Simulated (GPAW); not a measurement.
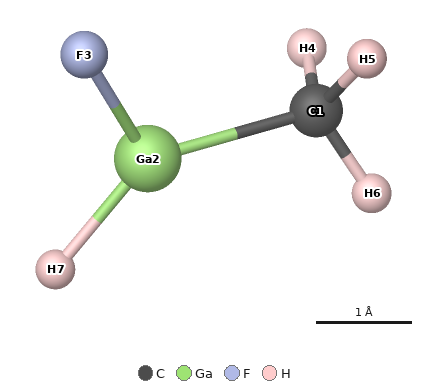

*The input geometry (ball-and-stick view, seen at a tilt; atoms are numbered from 1 in the order of the input). Sticks mark near contacts.*

Bond lengths as drawn: C–Ga 1.95 Å, C–H 1.09 Å, F–Ga 1.77 Å and Ga–H 1.56 Å.

## CH4FGa: calculation of the molecule and its ions

- system: CH4FGa
- method: PBE/real-space grid, scalar-relativistic datasets (GPAW 26.7.0)

The geometry comes from this level: PBE0-D4/def2-TZVP.

Input file (run.py)
```python
from ase.io import read
from gpaw import GPAW

# Geometry
mol = read('mol.xyz')
mol.center(vacuum=4.5)

energies = {}
for name, charge, unpaired in [('neutral', 0, 0), ('oxidised', 1, 1)]:
    mol.set_initial_magnetic_moments([unpaired / len(mol)] * len(mol))
    calculator = GPAW(mode='fd',
                      h=0.18,
                      xc='PBE',
                      charge=charge,
                      occupations={'name': 'fermi-dirac', 'width': 0.0, 'fixmagmom': unpaired > 0},
                      maxiter=100,
                      symmetry='off',
                      txt='-')
    mol.calc = calculator
    energies[name] = mol.get_potential_energy()
    print(f'{name:10} {energies[name]:12.5f} eV')

ip = energies['oxidised'] - energies['neutral']
print(f'Vertical IP             {ip:.3f} eV')
```

File mol.xyz
```
7

C     -0.636400     0.652900    -0.190800
Ga     0.635100    -0.796500     0.098700
F      1.908900    -0.415700     1.262200
H     -1.465200     0.555000     0.515700
H     -0.154100     1.614900    -0.013500
H     -1.050800     0.631100    -1.199700
H      0.762400    -2.241700    -0.472600
```

Run as:
```bash
python3 run.py
```

What the program printed
```
__  _  _
 | _ |_)|_||  |
 |__||  | ||/\| - 26.7.0

units:  Angstrom and eV
cores:  1
OpenMP: False

Versions:
  Python: 3.12.14
  ASE:    3.29.0
  Numpy:  2.5.5
  Scipy:  1.18.1
  Libxc:  7.0.0

        _gpaw.cpython-312-aarch64-linux-gnu.so

Input parameters:
  mode=FD(),
  charge=0.0,
  h=0.18,
  maxiter=100,
  occupations=Occupations(name='fermi-dirac', width=0.0, fixmagmom=False),
  symmetry=Symmetry(point_group=False, time_reversal=False),
  xc=XC(name='PBE')

Diagonalizing LCAO Hamiltonian
Converting LCAO to fd mode
         .-----------------------------.
        /|                             |
       / |                             |
      /  |                             |
     /   |                             |
    /    |                             |
   /     |                             |
  /      |                             |
 *       |                             |
 |       |                             |
 |       |      H   H   F              |
 |       |         C Ga                |
 |       |        H                    |
 |       |          H                  |
 |       .-----------------------------.
 |      /                             /
 |     /                             /
 |    /                             /
 |   /                             /
 |  /                             /
 | /                             /
 |/                             /
 *-----------------------------*

Atoms  # Å, Bohr magnetons
|   | symbol |        x |        y |        z |    initial magnetic moments |
|---|--------|----------|----------|----------|-----------------------------|
| 0 |      C | 5.328800 | 7.394600 | 5.508900 | ( 0.0000,  0.0000,  0.0000) |
| 1 |     Ga | 6.600300 | 5.945200 | 5.798400 | ( 0.0000,  0.0000,  0.0000) |
| 2 |      F | 7.874100 | 6.326000 | 6.961900 | ( 0.0000,  0.0000,  0.0000) |
| 3 |      H | 4.500000 | 7.296700 | 6.215400 | ( 0.0000,  0.0000,  0.0000) |
| 4 |      H | 5.811100 | 8.356600 | 5.686200 | ( 0.0000,  0.0000,  0.0000) |
| 5 |      H | 4.914400 | 7.372800 | 4.500000 | ( 0.0000,  0.0000,  0.0000) |
| 6 |      H | 6.727600 | 4.500000 | 5.227100 | ( 0.0000,  0.0000,  0.0000) |

Unit cell  # Å
| periodic |         x |         y |         z |   lengths |    angles |
|----------|-----------|-----------|-----------|-----------|-----------|
|       no | 12.374100 |  0.000000 |  0.000000 | 12.374100 | 90.000000 |
|       no |  0.000000 | 12.856600 |  0.000000 | 12.856600 | 90.000000 |
|       no |  0.000000 |  0.000000 | 11.461900 | 11.461900 | 90.000000 |

Number of symmetries: 1
Symmetry operations  # r_c * U_cc + t_c -> r_c
|   | kind |            matrix            |
|---|------|------------------------------|
| 0 |  E   |  1, 0, 0,  0, 1, 0,  0, 0, 1 |

BZ-sampling:
  Number of BZ points: 1
  Number of IBZ points: 1

  Monkhorst-Pack size: [1, 1, 1]
  Monkhorst-Pack shift: [0, 0, 0]

K-points  # in reciprocal-cell coordinates
|   |                                coordinates |     weight |
|---|--------------------------------------------|------------|
| 0 | (  0.00000000,   0.00000000,   0.00000000) | 1.00000000 |

Uniform wave function grid shape: (np.int64(67), np.int64(71), np.int64(63))
Spin-components: 1 (collinear spins)
Bands:           15
Projectors:      27
Spin-degeneracy: 2
Datatype:        float64

  Storage: CPU
  Wave functions: 35_962_920 bytes (35_962_920 per core)

Parallelization:
  kpt:    1
  domain: 1
  band:   1

Density:
  Valence electrons: 18.0
  Components: 1
  Grid points: [68 72 64]
  Charge: 0.0  # |e|

Potential:
  Grid points: [68 72 64]

species:
  C:
    name:    Carbon
    Z:       6.0
    valence: 4
    core:    2
    charge:  0.0  # [|e|]
    file:    C.PBE.gz
    compensation charges:
      type: gauss
      rc: 0.20  # [Å]
      lmax: 2
    cutoffs:
      filter: 1.14  # [Å]
      core: 1.14  # [Å]
    projectors
    | kind |    occ | energy [eV] | rcut [Å] |
    |------|--------|-------------|----------|
    |   2s |  2.000 |     -13.751 |    0.635 |
    |   2p |  2.000 |      -5.284 |    0.635 |
    |    s |        |      13.461 |    0.635 |
    |    p |        |      21.927 |    0.635 |
    |    d |        |       0.000 |    0.635 |

    Using partial waves for C as LCAO basis

  Ga:
    name:    Gallium
    Z:       31.0
    valence: 3
    core:    28
    charge:  0.0  # [|e|]
    file:    Ga.PBE.gz
    compensation charges:
      type: gauss
      rc: 0.37  # [Å]
      lmax: 2
    cutoffs:
      filter: 2.06  # [Å]
      core: 4.17  # [Å]
    projectors
    | kind |    occ | energy [eV] | rcut [Å] |
    |------|--------|-------------|----------|
    |   4s |  2.000 |      -8.945 |    1.164 |
    |   4p |  1.000 |      -2.580 |    1.164 |
    |    s |        |      18.266 |    1.164 |
    |    p |        |      24.631 |    1.164 |
    |    d |        |       0.000 |    1.164 |

    Using partial waves for Ga as LCAO basis

  F:
    name:    Fluorine
    Z:       9.0
    valence: 7
    core:    2
    charge:  0.0  # [|e|]
    file:    F.PBE.gz
    compensation charges:
      type: gauss
      rc: 0.20  # [Å]
      lmax: 2
    cutoffs:
      filter: 1.14  # [Å]
      core: 0.74  # [Å]
    projectors
    | kind |    occ | energy [eV] | rcut [Å] |
    |------|--------|-------------|----------|
    |   2s |  2.000 |     -29.898 |    0.635 |
    |   2p |  5.000 |     -11.110 |    0.635 |
    |    s |        |      -2.687 |    0.635 |
    |    p |        |      16.102 |    0.635 |
    |    d |        |       0.000 |    0.635 |

    Using partial waves for F as LCAO basis

  H:
    name:    Hydrogen
    Z:       1.0
    valence: 1
    core:    0
    charge:  0.0  # [|e|]
    file:    H.PBE.gz
    compensation charges:
      type: gauss
      rc: 0.15  # [Å]
      lmax: 2
    cutoffs:
      filter: 0.85  # [Å]
      core: 0.53  # [Å]
    projectors
    | kind |    occ | energy [eV] | rcut [Å] |
    |------|--------|-------------|----------|
    |   1s |  1.000 |      -6.494 |    0.476 |
    |    s |        |      20.717 |    0.476 |
    |    p |        |       0.000 |    0.476 |

    Using partial waves for H as LCAO basis

Reference energy: -56676.341079  # eV

eigensolver:
  PPCG
  Converge bands: occupied
  niter=2

density mixing:
  MSR1-Mixer
  Pratt-step length: 0.05
  Maximum mixing coefficient: 0.75
  Old densities: 10
  SVD Regularization: 0.005
  Good broyden scale: 1.0
  Trust region scale: 1.0
  Backstep threshold: 4.0
  History deletion threshold: 6.0
  Fourier metric: weight=20.0, sigma=0.015

occupation numbers:
  # Zero width

FastPoissonSolver using
    Stencil: 6*3+1=19 point O(h^6) finite-difference Laplacian
    FFT axes: []
    FST axes: [np.int64(2), np.int64(0), np.int64(1)]

xc functional:
  name: PBE with 2 nearest neighbor stencil
interpolation: tri-quintic # 5. degree polynomial

Initialization done in: 2.206 s

convergence criteria:
- Maximum [total energy] change in last 3 cyles: 0.0005 eV / valence electron
- Maximum integral of absolute [dens]ity change: 0.0001 electrons / valence electron
- Maximum integral of absolute [eigenst]ate change: 4e-08 eV^2 / valence electron
maximum number of iterations: 100

SCF iterations
|iter     |     time |      energy | eigst |  dens |
|---------|----------|-------------|-------|-------|
|iter:   1| 00:00:03 |  -34.978367 | +1.07 |       |
|iter:   2| 00:00:05 |  -34.082064 | -0.10 | -0.60 |
|iter:   3| 00:00:06 |  -30.654703 | +0.49 | -0.64 |
|iter:   4| 00:00:08 |  -30.578456 | -0.34 | -1.21 |
|iter:   5| 00:00:09 |  -30.564889 | -1.29 | -1.60 |
|iter:   6| 00:00:11 |  -30.565588 | -2.27 | -2.35 |
|iter:   7| 00:00:13 |  -30.565748c| -3.14 | -2.72 |
|iter:   8| 00:00:14 |  -30.565755c| -3.84 | -3.38 |
|iter:   9| 00:00:16 |  -30.565756c| -4.72 | -3.91 |
|iter:  10| 00:00:17 |  -30.565756c| -5.33 | -4.13c|
|iter:  11| 00:00:19 |  -30.565756c| -6.06 | -4.50c|
|iter:  12| 00:00:21 |  -30.565756c| -6.81 | -5.15c|
|iter:  13| 00:00:22 |  -30.565756c| -7.66c| -5.61c|

Converged in 13 steps
SCF loop duration: 20.357 s (1.566 s/step)
Energy contributions relative to reference atoms: (reference = -56676.341079)

Energy contributions:
  Kinetic:          48.217686
  Coulomb:         -49.297782
  Zero:              0.355492
  External:          0.000000
  Xc:              -29.841153
  Entropy:           0.000000
  Spinorbit:         0.000000
  ----------------------------
  Free energy:     -30.565756
  Extrapolated:    -30.565756

dipole moment: (-0.463354, 0.027147, -0.341604)  # |e|*Ang

Fermi level: -4.565
Eigenvalues  # (at kpt = [0.000, 0.000, 0.000])
| band index |      eig [eV] | occ [0-2] |
|------------|---------------|-----------|
|          0 |       -27.405 |     2.000 |
|          1 |       -17.271 |     2.000 |
|          2 |       -11.366 |     2.000 |
|          3 |       -10.158 |     2.000 |
|          4 |       -10.086 |     2.000 |
|          5 |        -8.762 |     2.000 |
|          6 |        -8.629 |     2.000 |
|          7 |        -8.602 |     2.000 |
|          8 |        -7.166 |     2.000 |
|          9 |        -1.965 |     0.000 |
|         10 |        -0.957 |     0.000 |
|         11 |        -0.189 |     0.000 |
|         12 |         0.320 |     0.000 |
|         13 |         0.827 |     0.000 |
|         14 |         0.986 |     0.000 |

Gap: 5.201 eV
Transition (v -> c):
  (s=0, k=0, n=8, [0.00, 0.00, 0.00]) -> (s=0, k=0, n=9, [0.00, 0.00, 0.00])
No difference between direct/indirect transitions
vacuum-level: 0.000  # V
neutral       -30.56576 eV
  __  _  _
 | _ |_)|_||  |
 |__||  | ||/\| - 26.7.0

units:  Angstrom and eV
cores:  1
OpenMP: False

Versions:
  Python: 3.12.14
  ASE:    3.29.0
  Numpy:  2.5.5
  Scipy:  1.18.1
  Libxc:  7.0.0

        _gpaw.cpython-312-aarch64-linux-gnu.so

Input parameters:
  mode=FD(),
  charge=1,
  h=0.18,
  maxiter=100,
  occupations=Occupations(name='fermi-dirac', width=0.0, fixmagmom=True),
  symmetry=Symmetry(point_group=False, time_reversal=False),
  xc=XC(name='PBE')

timing:  # [seconds]
  Total: 22.584  # ━━━━━━━━━━━━━━━━━━━━━━━━━━━━━━━━━━━━━━━━━━━━━━━━━━━━━━━━━━
  Init:   2.206  # ━━━━━╸
  SCF:   20.357  # ━━━━━━━━━━━━━━━━━━━━━━━━━━━━━━━━━━━━━━━━━━━━━━━━━━━━╸

Max RSS: 775.781  # MiB

Diagonalizing LCAO Hamiltonian
Converting LCAO to fd mode
         .-----------------------------.
        /|                             |
       / |                             |
      /  |                             |
     /   |                             |
    /    |                             |
   /     |                             |
  /      |                             |
 *       |                             |
 |       |                             |
 |       |      H   H   F              |
 |       |         C Ga                |
 |       |        H                    |
 |       |          H                  |
 |       .-----------------------------.
 |      /                             /
 |     /                             /
 |    /                             /
 |   /                             /
 |  /                             /
 | /                             /
 |/                             /
 *-----------------------------*

Atoms  # Å, Bohr magnetons
|   | symbol |        x |        y |        z |    initial magnetic moments |
|---|--------|----------|----------|----------|-----------------------------|
| 0 |      C | 5.328800 | 7.394600 | 5.508900 | ( 0.0000,  0.0000,  0.1429) |
| 1 |     Ga | 6.600300 | 5.945200 | 5.798400 | ( 0.0000,  0.0000,  0.1429) |
| 2 |      F | 7.874100 | 6.326000 | 6.961900 | ( 0.0000,  0.0000,  0.1429) |
| 3 |      H | 4.500000 | 7.296700 | 6.215400 | ( 0.0000,  0.0000,  0.1429) |
| 4 |      H | 5.811100 | 8.356600 | 5.686200 | ( 0.0000,  0.0000,  0.1429) |
| 5 |      H | 4.914400 | 7.372800 | 4.500000 | ( 0.0000,  0.0000,  0.1429) |
| 6 |      H | 6.727600 | 4.500000 | 5.227100 | ( 0.0000,  0.0000,  0.1429) |

Unit cell  # Å
| periodic |         x |         y |         z |   lengths |    angles |
|----------|-----------|-----------|-----------|-----------|-----------|
|       no | 12.374100 |  0.000000 |  0.000000 | 12.374100 | 90.000000 |
|       no |  0.000000 | 12.856600 |  0.000000 | 12.856600 | 90.000000 |
|       no |  0.000000 |  0.000000 | 11.461900 | 11.461900 | 90.000000 |

Number of symmetries: 1
Symmetry operations  # r_c * U_cc + t_c -> r_c
|   | kind |            matrix            |
|---|------|------------------------------|
| 0 |  E   |  1, 0, 0,  0, 1, 0,  0, 0, 1 |

BZ-sampling:
  Number of BZ points: 1
  Number of IBZ points: 1

  Monkhorst-Pack size: [1, 1, 1]
  Monkhorst-Pack shift: [0, 0, 0]

K-points  # in reciprocal-cell coordinates
|   |                                coordinates |     weight |
|---|--------------------------------------------|------------|
| 0 | (  0.00000000,   0.00000000,   0.00000000) | 1.00000000 |

Uniform wave function grid shape: (np.int64(67), np.int64(71), np.int64(63))
Spin-components: 2 (collinear spins)
Bands:           15
Projectors:      27
Spin-degeneracy: 1
Datatype:        float64

  Storage: CPU
  Wave functions: 71_925_840 bytes (71_925_840 per core)

Parallelization:
  kpt:    1
  domain: 1
  band:   1

Density:
  Valence electrons: 18.0
  Components: 2
  Grid points: [68 72 64]
  Charge: 1.0  # |e|

Potential:
  Grid points: [68 72 64]

species:
  C:
    name:    Carbon
    Z:       6.0
    valence: 4
    core:    2
    charge:  0.0  # [|e|]
    file:    C.PBE.gz
    compensation charges:
      type: gauss
      rc: 0.20  # [Å]
      lmax: 2
    cutoffs:
      filter: 1.14  # [Å]
      core: 1.14  # [Å]
    projectors
    | kind |    occ | energy [eV] | rcut [Å] |
    |------|--------|-------------|----------|
    |   2s |  2.000 |     -13.751 |    0.635 |
    |   2p |  2.000 |      -5.284 |    0.635 |
    |    s |        |      13.461 |    0.635 |
    |    p |        |      21.927 |    0.635 |
    |    d |        |       0.000 |    0.635 |

    Using partial waves for C as LCAO basis

  Ga:
    name:    Gallium
    Z:       31.0
    valence: 3
    core:    28
    charge:  0.0  # [|e|]
    file:    Ga.PBE.gz
    compensation charges:
      type: gauss
      rc: 0.37  # [Å]
      lmax: 2
    cutoffs:
      filter: 2.06  # [Å]
      core: 4.17  # [Å]
    projectors
    | kind |    occ | energy [eV] | rcut [Å] |
    |------|--------|-------------|----------|
    |   4s |  2.000 |      -8.945 |    1.164 |
    |   4p |  1.000 |      -2.580 |    1.164 |
    |    s |        |      18.266 |    1.164 |
    |    p |        |      24.631 |    1.164 |
    |    d |        |       0.000 |    1.164 |

    Using partial waves for Ga as LCAO basis

  F:
    name:    Fluorine
    Z:       9.0
    valence: 7
    core:    2
    charge:  0.0  # [|e|]
    file:    F.PBE.gz
    compensation charges:
      type: gauss
      rc: 0.20  # [Å]
      lmax: 2
    cutoffs:
      filter: 1.14  # [Å]
      core: 0.74  # [Å]
    projectors
    | kind |    occ | energy [eV] | rcut [Å] |
    |------|--------|-------------|----------|
    |   2s |  2.000 |     -29.898 |    0.635 |
    |   2p |  5.000 |     -11.110 |    0.635 |
    |    s |        |      -2.687 |    0.635 |
    |    p |        |      16.102 |    0.635 |
    |    d |        |       0.000 |    0.635 |

    Using partial waves for F as LCAO basis

  H:
    name:    Hydrogen
    Z:       1.0
    valence: 1
    core:    0
    charge:  0.0  # [|e|]
    file:    H.PBE.gz
    compensation charges:
      type: gauss
      rc: 0.15  # [Å]
      lmax: 2
    cutoffs:
      filter: 0.85  # [Å]
      core: 0.53  # [Å]
    projectors
    | kind |    occ | energy [eV] | rcut [Å] |
    |------|--------|-------------|----------|
    |   1s |  1.000 |      -6.494 |    0.476 |
    |    s |        |      20.717 |    0.476 |
    |    p |        |       0.000 |    0.476 |

    Using partial waves for H as LCAO basis

Reference energy: -56676.341079  # eV

eigensolver:
  PPCG
  Converge bands: occupied
  niter=2

density mixing:
  MSR1-Mixer
  Pratt-step length: 0.05
  Maximum mixing coefficient: 0.75
  Old densities: 10
  SVD Regularization: 0.005
  Good broyden scale: 1.0
  Trust region scale: 1.0
  Backstep threshold: 4.0
  History deletion threshold: 6.0
  Fourier metric: weight=20.0, sigma=0.015

occupation numbers:
  Fixed magnetic moment: 1.000
  # Zero width

FastPoissonSolver using
    Stencil: 6*3+1=19 point O(h^6) finite-difference Laplacian
    FFT axes: []
    FST axes: [np.int64(2), np.int64(0), np.int64(1)]

xc functional:
  name: PBE with 2 nearest neighbor stencil
interpolation: tri-quintic # 5. degree polynomial

Initialization done in: 3.164 s

convergence criteria:
- Maximum [total energy] change in last 3 cyles: 0.0005 eV / valence electron
- Maximum integral of absolute [dens]ity change: 0.0001 electrons / valence electron
- Maximum integral of absolute [eigenst]ate change: 4e-08 eV^2 / valence electron
maximum number of iterations: 100

SCF iterations
|iter     |     time |      energy | eigst |  dens |  magmom |
|---------|----------|-------------|-------|-------|---------|
|iter:   1| 00:00:27 |  -28.073328 | +1.13 |       |  +0.9932|
|iter:   2| 00:00:30 |  -26.036314 | -0.06 | -0.43 |  +0.9935|
|iter:   3| 00:00:33 |  -20.616897 | +0.52 | -0.48 |  +0.9970|
|iter:   4| 00:00:36 |  -20.220890 | -0.06 | -0.84 |  +0.9982|
|iter:   5| 00:00:39 |  -20.344798 | -0.37 | -1.11 |  +0.9989|
|iter:   6| 00:00:42 |  -20.117137 | -0.68 | -1.14 |  +0.9994|
|iter:   7| 00:00:45 |  -20.122750 | -1.01 | -1.57 |  +0.9997|
|iter:   8| 00:00:48 |  -20.115610c| -1.88 | -1.69 |  +0.9999|
|iter:   9| 00:00:51 |  -20.116345c| -2.71 | -2.16 |  +1.0000|
|iter:  10| 00:00:54 |  -20.116618c| -3.13 | -2.57 |  +1.0000|
|iter:  11| 00:00:57 |  -20.116641c| -3.98 | -3.14 |  +1.0000|
|iter:  12| 00:01:00 |  -20.116646c| -4.67 | -3.52 |  +1.0000|
|iter:  13| 00:01:04 |  -20.116646c| -5.39 | -3.95 |  +1.0000|
|iter:  14| 00:01:07 |  -20.116646c| -6.01 | -4.31c|  +1.0000|
|iter:  15| 00:01:10 |  -20.116646c| -6.71 | -4.91c|  +1.0000|
|iter:  16| 00:01:12 |  -20.116646c| -7.46c| -5.24c|  +1.0000|

Converged in 16 steps
SCF loop duration: 46.704 s (2.919 s/step)
Energy contributions relative to reference atoms: (reference = -56676.341079)

Energy contributions:
  Kinetic:          35.972712
  Coulomb:         -35.818898
  Zero:              0.356596
  External:          0.000000
  Xc:              -20.627057
  Entropy:           0.000000
  Spinorbit:         0.000000
  ----------------------------
  Free energy:     -20.116646
  Extrapolated:    -20.116646

dipole moment: (5.885100, 6.304719, 5.428935)  # |e|*Ang

Total magnetic moment: (0.000000, 0.000000, 1.000000)

Local magnetic moments
|        x |        y |        z |
|----------|----------|----------|
| 0.000000 | 0.000000 | 0.138043 |  # C    0
| 0.000000 | 0.000000 | 0.087401 |  # Ga   1
| 0.000000 | 0.000000 | 0.165492 |  # F    2
| 0.000000 | 0.000000 | 0.004470 |  # H    3
| 0.000000 | 0.000000 | 0.006820 |  # H    4
| 0.000000 | 0.000000 | 0.002047 |  # H    5
| 0.000000 | 0.000000 | 0.102853 |  # H    6

Fermi levels: -10.943, -14.304
Eigenvalues  # (at kpt = [0.000, 0.000, 0.000])
| band index |      eig [eV] | occ [0-1] |      eig [eV] | occ [0-1] |
|------------|---------------|-----------|---------------|-----------|
|          0 |       -34.590 |     1.000 |       -34.219 |     1.000 |
|          1 |       -24.301 |     1.000 |       -23.845 |     1.000 |
|          2 |       -18.581 |     1.000 |       -18.152 |     1.000 |
|          3 |       -16.864 |     1.000 |       -16.645 |     1.000 |
|          4 |       -16.689 |     1.000 |       -16.534 |     1.000 |
|          5 |       -16.099 |     1.000 |       -15.423 |     1.000 |
|          6 |       -15.789 |     1.000 |       -15.299 |     1.000 |
|          7 |       -15.407 |     1.000 |       -15.249 |     1.000 |
|          8 |       -14.859 |     1.000 |       -13.749 |     0.000 |
|          9 |        -8.137 |     0.000 |        -8.071 |     0.000 |
|         10 |        -7.302 |     0.000 |        -6.775 |     0.000 |
|         11 |        -5.581 |     0.000 |        -5.420 |     0.000 |
|         12 |        -4.596 |     0.000 |        -4.429 |     0.000 |
|         13 |        -3.531 |     0.000 |        -3.427 |     0.000 |
|         14 |        -3.370 |     0.000 |        -3.290 |     0.000 |

Gap: 5.611 eV
Transition (v -> c):
  (s=1, k=0, n=8, [0.00, 0.00, 0.00]) -> (s=0, k=0, n=9, [0.00, 0.00, 0.00])
No difference between direct/indirect transitions
vacuum-level: 0.000  # V
oxidised      -20.11665 eV
Vertical IP             10.449 eV
```

Results in brief

| quantity | value |
| --- | --- |
| outcome | converged |
| ionisation energy | 10.45 eV |
| hardware | 1 thread of Arm Neoverse V2, 24 GiB of memory available, shared host |
| wall time | 73 s |
| peak memory | 1.1 GiB |
